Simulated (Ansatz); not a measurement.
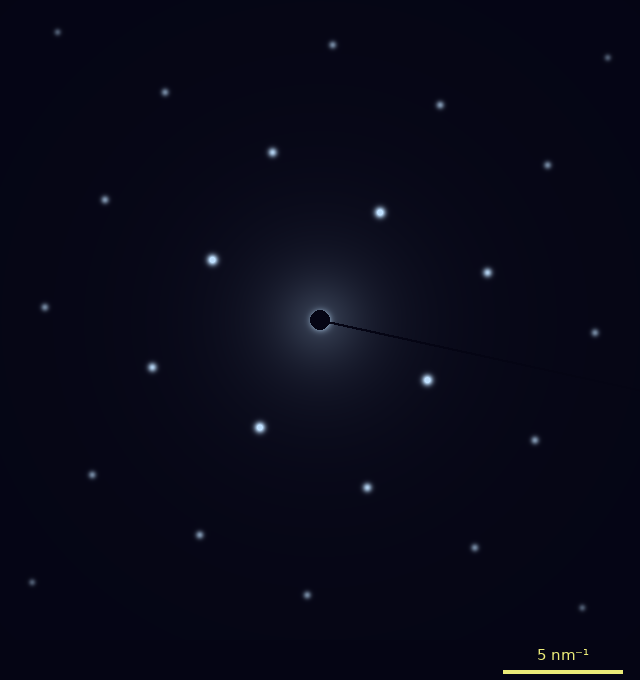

Kinematic zone-axis pattern, calculated for 200 keV electrons with B = 0.5 Å².

Describe the geometry of this pattern.

Answer. The spots form a square net with both shortest vectors at d = 1.92 Å, 90.0° apart.

What is the point symmetry of the pattern, intensities included?

Answer. 4mm. A zero-layer kinematic pattern is always centrosymmetric (Friedel's law). A fourfold pattern needs a tetragonal or cubic crystal seen along a 4 or -4 axis.

Which crystal and zone produced it?

Answer. This cannot be fixed from one zone alone; the pattern is [001] of Si, space group Fd-3m (No. 227), a = 5.44 Å. The net vectors are 2 -2 0 and 2 2 0. Structure: the input geometry of an electronic-structure calculation (not necessarily at equilibrium).
